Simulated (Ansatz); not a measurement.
**B₂SiH (quartet): from Hartree-Fock to the top rungs at a displaced geometry (v2), cc-pVDZ**

Aim: climb from Hartree-Fock through coupled cluster for B₂SiH (quartet) at one geometry and basis, and see what each rung misses.

Computed with Ansatz 0.2.0, Gaussian basis. Level: cc-pVDZ, core rule «outside noble gas», up to 7 orbitals frozen.

The runs, in order: UHF; CCSD(T) on ROHF; CCSD(T) on UHF; BCCD(T) on ROHF; CISD as a restricted active space (open shells left free, so some higher excitations enter); CCSDT(Q) on ROHF; CCSDT(Q) on UHF.

19 further runs of the same task are left out: 5 that didn't finish, 14 set aside as unsound or not needed. Runs told in other sessions of the task aren't counted.

### Step 1. The system

The geometry is a PBE0/def2-TZVP stationary point (not a proven minimum) with its atoms shifted at random (size 0.100 Å).

4 atoms, charge 0, spin multiplicity 4.

Atoms are counted from 1 here; the program's logs count them from 0.

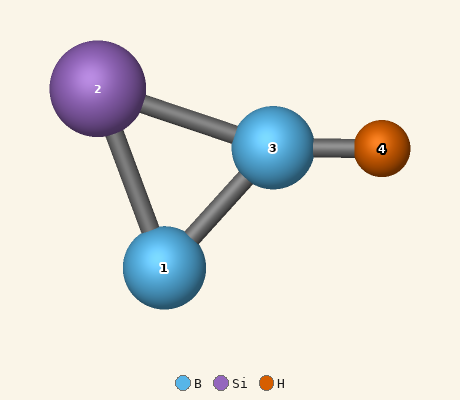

The structure; boron blue, silicon purple, hydrogen orange; atoms are numbered from 1 in the order of the file.

In the tables R marks a restricted open-shell determinant and U an unrestricted one; energies count from the table's Hartree-Fock row.

### Step 2. UHF

File in.yaml:

```yaml
crystal:
  periodic: [false, false, false]
  atoms:
    - {symbol: B, position_ang: [0.110220, -1.100212, -0.767791]}
    - {symbol: Si, position_ang: [-0.054654, 0.161458, 0.796289]}
    - {symbol: B, position_ang: [0.021967, 0.572702, -1.106213]}
    - {symbol: H, position_ang: [0.105075, 1.159071, -2.087734]}
basis:
  gaussian: {orbitals: cc-pVDZ}
magnetization: {spin_polarized: true, initial_magnetization: 3}
hamiltonian: {xc: hf}
output: {orbitals: {seedname: orbitals}}
```

Command:

```sh
$ ansatz run in.yaml --threads 1 --pin off --events-out ev --progress --plain --max-ram 2393MiB
```

Log:

```text
Functional definition: HF
  name "HF"
  cite "Fock, Z. Phys. 61, 126 (1930) doi:10.1007/BF01340294"
  parent pbe
  exchange = exact_x
  correlation = 0
493 factors; integrals over basis functions are off by at most 8.9e-4 eV
mean field evaluation 1: about -9214.7197 eV, gradient 9.7e0 eV
mean field evaluation 2: about -9214.8444 eV, gradient 9.7e0 eV
mean field evaluation 4: about -9216.1283 eV, gradient 2.2e0 eV
mean field evaluation 8: about -9216.3577 eV, gradient 4.0e-1 eV
mean field evaluation 16: about -9216.3697 eV, gradient 1.6e-5 eV
mean field evaluation 32: about -9216.3642 eV, gradient 1.4e-1 eV
mean field evaluation 64: about -9215.6782 eV, gradient 2.0e0 eV
mean field evaluation 96: about -9216.3575 eV, gradient 3.1e-1 eV
mean field evaluation 128: about -9216.2461 eV, gradient 9.3e-1 eV
mean field evaluation 160: about -9215.9857 eV, gradient 2.2e0 eV
mean field evaluation 192: about -9216.3697 eV, gradient 1.6e-4 eV
mean field -9216.36972225 eV, -338.6953402128 hartree, gradient 1.6e-5 eV, S^2 3.785432; 3 other end points of the search recorded, 0 dependent functions left out
reference -9216.36972225 eV, -338.6953402128 hartree; 14, 11 occupied and 37, 40 virtual orbitals, 493 factors
Total energy: -9216.36972225 eV, -338.6953402128 hartree
```

Run time: 1.2 s. Hardware: 1 thread of Arm Neoverse V2, shared host.

From the report: ⟨S²⟩ of the determinant 3.785 (pure quartet: 3.75).

### Step 3. CCSD(T) on ROHF

Edit in.yaml of step 2 so:

```diff
@@ -9,4 +9,3 @@
   gaussian: {orbitals: cc-pVDZ}
-magnetization: {spin_polarized: true, initial_magnetization: 3}
-hamiltonian: {xc: hf}
-output: {orbitals: {seedname: orbitals}}
+magnetization: {spin_polarized: false, initial_magnetization: 3}
+correlation: {method: ccsd_t, electrons: outside_noble_gas}
```

The command is unchanged.

Log, cut to the lines that bear on the results:

```text
Functional definition: HF
  name "HF"
  cite "Fock, Z. Phys. 61, 126 (1930) doi:10.1007/BF01340294"
  parent pbe
[...]
493 factors; integrals over basis functions are off by at most 8.9e-4 eV
[...]
mean field -9216.22174564 eV, -338.6899021729 hartree, gradient 7.6e-6 eV, S^2 3.750000; 7 other end points of the search recorded, 0 dependent functions left out
[...]
determinant -9216.22174564 eV, -338.6899021729 hartree, with singles and doubles -9222.77461211 eV, -338.9307155738 hartree
determinant -9215.51726526 eV, -338.6640129964 hartree, with singles and doubles -9222.18550135 eV, -338.9090661529 hartree
determinant -9213.36670431 eV, -338.5849813393 hartree, with singles and doubles -9220.10073931 eV, -338.8324525608 hartree
7 core orbitals not correlated: weight in the atoms' cores, before any rotation towards them, 1.000 or more for the frozen orbitals, at most 0.000 for the correlated occupied ones
reference -9216.22174564 eV, -338.6899021729 hartree; 7, 4 occupied and 37, 40 virtual orbitals, 493 factors
second order -5.48383358 eV of doubles, -0.07108425 eV of singles
cycle   1  -6.55262487 eV  change    2.4e-4 eV  update   2.6e-3
[...]
cycle  14  -6.55405391 eV  change   -5.6e-6 eV  update   2.1e-6
perturbative correction -0.33643126 eV, -0.0123636207 hartree
Total energy: -9223.11223081 eV, -338.9431228324 hartree
```

Run time: 4.1 s. Hardware: 1 thread of Arm Neoverse V2, shared host.

From the report: correlation -6.8905 eV; T1 0.041; largest double amplitude 0.06.

### Step 4. CCSD(T) on UHF

Edit in.yaml of step 3 so:

```diff
@@ -9,3 +9,3 @@
   gaussian: {orbitals: cc-pVDZ}
-magnetization: {spin_polarized: false, initial_magnetization: 3}
+magnetization: {spin_polarized: true, initial_magnetization: 3}
 correlation: {method: ccsd_t, electrons: outside_noble_gas}
```

Same command.

Log, cut to the lines that bear on the results:

```text
Functional definition: HF
  name "HF"
  cite "Fock, Z. Phys. 61, 126 (1930) doi:10.1007/BF01340294"
  parent pbe
[...]
493 factors; integrals over basis functions are off by at most 8.9e-4 eV
[...]
mean field -9216.36972225 eV, -338.6953402128 hartree, gradient 8.8e-6 eV, S^2 3.785432; 13 other end points of the search recorded, 0 dependent functions left out
determinant -9216.36972225 eV, -338.6953402128 hartree, with singles and doubles -9222.77868205 eV, -338.9308651413 hartree
determinant -9215.74692460 eV, -338.6724528215 hartree, with singles and doubles -9222.18854865 eV, -338.9091781388 hartree
determinant -9214.36161826 eV, -338.6215437526 hartree, with singles and doubles -9220.62441256 eV, -338.8516971979 hartree
determinant -9214.31892853 eV, -338.6199749338 hartree, with singles and doubles -9220.46600787 eV, -338.8458759329 hartree
determinant -9213.70528240 eV, -338.5974238544 hartree, with singles and doubles -9220.22986599 eV, -338.8371978790 hartree
7 core orbitals not correlated: weight in the atoms' cores, before any rotation towards them, 1.000 or more for the frozen orbitals, at most 0.000 for the correlated occupied ones
reference -9216.36972225 eV, -338.6953402128 hartree; 7, 4 occupied and 37, 40 virtual orbitals, 493 factors
second order -5.37116540 eV of doubles, -0.00000000 eV of singles
cycle   1  -6.40906172 eV  change   -1.0e-4 eV  update   2.1e-3
[...]
cycle  12  -6.41042395 eV  change   -3.1e-6 eV  update   1.1e-5
perturbative correction -0.33140391 eV, -0.0121788691 hartree
Total energy: -9223.11155010 eV, -338.9430978167 hartree
```

Wall time 6 s (1 thread of Arm Neoverse V2, shared host).

From the report: ⟨S²⟩ of the determinant 3.785 (pure quartet: 3.75); correlation -6.7418 eV; T1 0.034; largest double amplitude 0.07.

### Step 5. BCCD(T) on ROHF

Edit in.yaml of step 4 so:

```diff
@@ -9,3 +9,3 @@
   gaussian: {orbitals: cc-pVDZ}
-magnetization: {spin_polarized: true, initial_magnetization: 3}
-correlation: {method: ccsd_t, electrons: outside_noble_gas}
+magnetization: {spin_polarized: false, initial_magnetization: 3}
+correlation: {method: bccd_t, electrons: outside_noble_gas}
```

The command is unchanged.

Log, cut to the lines that bear on the results:

```text
Functional definition: HF
  name "HF"
  cite "Fock, Z. Phys. 61, 126 (1930) doi:10.1007/BF01340294"
  parent pbe
[...]
493 factors; integrals over basis functions are off by at most 8.9e-4 eV
[...]
mean field -9216.22174564 eV, -338.6899021729 hartree, gradient 7.6e-6 eV, S^2 3.750000; 7 other end points of the search recorded, 0 dependent functions left out
[...]
determinant -9216.22174564 eV, -338.6899021729 hartree, with singles and doubles -9222.77461211 eV, -338.9307155738 hartree
determinant -9215.51726526 eV, -338.6640129964 hartree, with singles and doubles -9222.18550135 eV, -338.9090661529 hartree
determinant -9213.36670431 eV, -338.5849813393 hartree, with singles and doubles -9220.10073931 eV, -338.8324525608 hartree
7 core orbitals not correlated: weight in the atoms' cores, before any rotation towards them, 1.000 or more for the frozen orbitals, at most 0.000 for the correlated occupied ones
reference -9216.22174564 eV, -338.6899021729 hartree; 7, 4 occupied and 37, 40 virtual orbitals, 493 factors
second order -5.48383358 eV of doubles, -0.07108425 eV of singles
cycle   1  -6.54911143 eV  change    3.8e-3 eV  update   1.7e-2
[...]
cycle  16  -6.54425985 eV  change    4.5e-7 eV  update   7.8e-6
perturbative correction -0.35157805 eV, -0.0129202550 hartree
Total energy: -9223.11758354 eV, -338.9433195413 hartree
```

Run time: 4.8 s. Hardware: 1 thread of Arm Neoverse V2, shared host.

From the report: correlation -6.8958 eV; largest double amplitude 0.07.

### Step 6. CISD as a restricted active space (open shells left free, so some higher excitations enter)

Edit in.yaml of step 5 so:

```diff
@@ -10,2 +10,2 @@
 magnetization: {spin_polarized: false, initial_magnetization: 3}
-correlation: {method: bccd_t, electrons: outside_noble_gas}
+correlation: {active_space: {ras: {orbitals: [4, 3, 37], electrons: 11, max_holes: 2, max_particles: 2}, fixed_orbitals: true}}
```

Same command.

Log:

```text
Functional definition: HF
  name "HF"
  cite "Fock, Z. Phys. 61, 126 (1930) doi:10.1007/BF01340294"
  parent pbe
  exchange = exact_x
  correlation = 0
493 factors; integrals over basis functions are off by at most 8.9e-4 eV
mean field evaluation 1: about -9214.7260 eV, gradient 1.2e1 eV
mean field evaluation 2: about -9214.8401 eV, gradient 1.2e1 eV
mean field evaluation 4: about -9215.9674 eV, gradient 3.3e0 eV
mean field evaluation 8: about -9216.1661 eV, gradient 8.5e-1 eV
mean field evaluation 16: about -9216.2217 eV, gradient 3.0e-4 eV
mean field evaluation 32: about -9214.0384 eV, gradient 2.2e0 eV
mean field -9216.22174564 eV, -338.6899021729 hartree, gradient 7.6e-6 eV, S^2 3.750000; 5 other end points of the search recorded, 0 dependent functions left out
reference -9216.22174564 eV, -338.6899021729 hartree; 14, 11 occupied and 37, 40 virtual orbitals, 493 factors
state -9222.21389917 eV, -338.9101097533 hartree
Total energy: -9222.21389917 eV, -338.9101097533 hartree
```

Run time: 11 s. Hardware: 1 thread of Arm Neoverse V2, shared host.

From the report: 292,294 determinants.

### Step 7. CCSDT(Q) on ROHF

Edit in.yaml of step 6 so:

```diff
@@ -10,2 +10,2 @@
 magnetization: {spin_polarized: false, initial_magnetization: 3}
-correlation: {active_space: {ras: {orbitals: [4, 3, 37], electrons: 11, max_holes: 2, max_particles: 2}, fixed_orbitals: true}}
+correlation: {method: ccsdt_q, electrons: outside_noble_gas}
```

Same command.

Log, cut to the lines that bear on the results:

```text
Functional definition: HF
  name "HF"
  cite "Fock, Z. Phys. 61, 126 (1930) doi:10.1007/BF01340294"
  parent pbe
[...]
959 factors; integrals over basis functions are off by at most 1.7e-7 eV
[...]
mean field -9216.22177084 eV, -338.6899030989 hartree, gradient 3.0e-6 eV, S^2 3.750000; 7 other end points of the search recorded, 0 dependent functions left out
[...]
determinant -9216.22177084 eV, -338.6899030989 hartree, with singles and doubles -9222.77463782 eV, -338.9307165186 hartree
determinant -9215.51729484 eV, -338.6640140833 hartree, with singles and doubles -9222.18552853 eV, -338.9090671517 hartree
determinant -9213.36673144 eV, -338.5849823361 hartree, with singles and doubles -9220.10073690 eV, -338.8324524722 hartree
7 core orbitals not correlated: weight in the atoms' cores, before any rotation towards them, 1.000 or more for the frozen orbitals, at most 0.000 for the correlated occupied ones
reference -9216.22177084 eV, -338.6899030989 hartree; 7, 4 occupied and 37, 40 virtual orbitals, 959 factors
second order -5.48385046 eV of doubles, -0.07108426 eV of singles
cycle   1  -6.17661596 eV  change   -6.2e-1 eV  update   1.0e-1
[...]
cycle  24  -6.94378944 eV  change   -9.4e-7 eV  update   1.0e-6
perturbative correction -0.02779850 eV, -0.0010215761 hartree
Total energy: -9223.19335878 eV, -338.9461042302 hartree
```

Wall time 92 s (1 thread of Arm Neoverse V2, shared host); peak memory 0.62 GiB.

From the report: correlation -6.9716 eV; T1 0.045; largest double amplitude 0.08.

### Step 8. CCSDT(Q) on UHF

Edit in.yaml of step 7 so:

```diff
@@ -9,3 +9,3 @@
   gaussian: {orbitals: cc-pVDZ}
-magnetization: {spin_polarized: false, initial_magnetization: 3}
+magnetization: {spin_polarized: true, initial_magnetization: 3}
 correlation: {method: ccsdt_q, electrons: outside_noble_gas}
```

Launched as before.

Log, cut to the lines that bear on the results:

```text
Functional definition: HF
  name "HF"
  cite "Fock, Z. Phys. 61, 126 (1930) doi:10.1007/BF01340294"
  parent pbe
[...]
959 factors; integrals over basis functions are off by at most 1.7e-7 eV
[...]
mean field -9216.36974757 eV, -338.6953411435 hartree, gradient 4.7e-6 eV, S^2 3.785432; 13 other end points of the search recorded, 0 dependent functions left out
determinant -9216.36974757 eV, -338.6953411435 hartree, with singles and doubles -9222.77870750 eV, -338.9308660766 hartree
determinant -9215.74695458 eV, -338.6724539230 hartree, with singles and doubles -9222.18857869 eV, -338.9091792429 hartree
determinant -9214.36164629 eV, -338.6215447826 hartree, with singles and doubles -9220.62442819 eV, -338.8516977722 hartree
determinant -9214.31895766 eV, -338.6199760044 hartree, with singles and doubles -9220.46565527 eV, -338.8458629750 hartree
determinant -9213.70531093 eV, -338.5974249028 hartree, with singles and doubles -9220.22989211 eV, -338.8371988389 hartree
7 core orbitals not correlated: weight in the atoms' cores, before any rotation towards them, 1.000 or more for the frozen orbitals, at most 0.000 for the correlated occupied ones
reference -9216.36974757 eV, -338.6953411435 hartree; 7, 4 occupied and 37, 40 virtual orbitals, 959 factors
second order -5.37118188 eV of doubles, -0.00000000 eV of singles
cycle   1  -6.02383508 eV  change   -6.5e-1 eV  update   1.0e-1
[...]
cycle  24  -6.79681065 eV  change   -7.1e-7 eV  update   8.1e-7
perturbative correction -0.02843946 eV, -0.0010451308 hartree
Total energy: -9223.19499768 eV, -338.9461644588 hartree
```

It took 88 s on 1 thread of Arm Neoverse V2, shared host; peak memory 0.52 GiB.

From the report: ⟨S²⟩ of the determinant 3.785 (pure quartet: 3.75); correlation -6.8253 eV; T1 0.039; largest double amplitude 0.08.

### Step 9. Misses and costs

The yardstick is UCCSDT(Q), where the cluster series has nearly closed. Rows without a time are mean-field rows or come out of runs for another level: lower rungs of the coupled-cluster runs, or the Hartree-Fock search.

Differences are taken before rounding.

| method | energy from the lowest ROHF (meV) | from UCCSDT(Q) (meV) | time |
| --- | --- | --- | --- |
| ROHF | 0.0 | +6973.3 |  |
| UHF | -148.0 | +6825.3 |  |
| RMP2 | -5554.9 | +1418.3 |  |
| UMP2 | -5519.1 | +1454.1 |  |
| CISD | -5992.2 | +981.1 | 11 s |
| RCCSD | -6554.1 | +419.2 |  |
| UCCSD | -6558.4 | +414.9 |  |
| RCCSD(T) | -6890.5 | +82.8 | 4.1 s |
| UCCSD(T) | -6889.8 | +83.4 | 6 s |
| BCCD(T) | -6895.8 | +77.4 | 4.8 s |
| RCCSDT | -6943.8 | +29.4 |  |
| UCCSDT | -6944.8 | +28.4 |  |
| RCCSDT(Q) | -6971.6 | +1.6 | 92 s |
| UCCSDT(Q) | -6973.3 | 0 | 88 s |

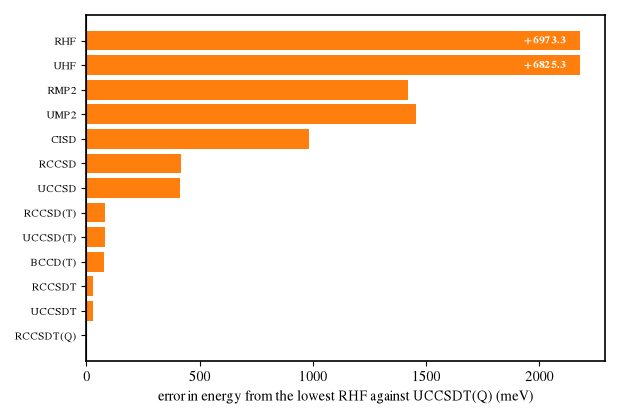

How far each level lands from UCCSDT(Q). Bars with a number in them are cut short.

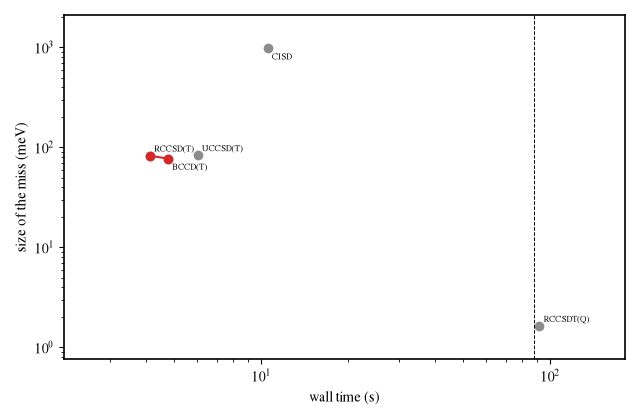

Miss against cost. Red marks the levels that no quicker level drawn beats (of those quicker than the yardstick), and the dashed line is the time of UCCSDT(Q). Times are from a shared host.

### Step 10. What came out

```
                         quantity                      value
    UCCSDT(Q) from the ROHF energy                 -6.9733 eV
              RMP2 from UCCSDT(Q)                +1418.3 meV
              UMP2 from UCCSDT(Q)                +1454.1 meV
             RCCSD from UCCSDT(Q)                 +419.2 meV
          RCCSD(T) from UCCSDT(Q)                  +82.8 meV
          UCCSD(T) from UCCSDT(Q)                  +83.4 meV
         RCCSDT(Q) from UCCSDT(Q)                   +1.6 meV
levels within 1 kcal/mol (43 meV)  RCCSDT, UCCSDT, RCCSDT(Q)
                    T1 diagnostic                      0.041
```

RCCSD(T) lands +82.8 meV from the yardstick (1.2 % of the correlation energy). These misses are within one basis, not against nature; the frozen cores of restricted and unrestricted runs differ, which can shift their rows.

With open shells the CI space here admits some higher excitations, so it is larger than plain CISD.

BCCD(T) reaches 77.4 meV from the reference in 4.8 s, where UCCSDT(Q) took 88 s; the quickest level in the cost chart, RCCSD(T), takes 4.1 s and misses by 82.8 meV.
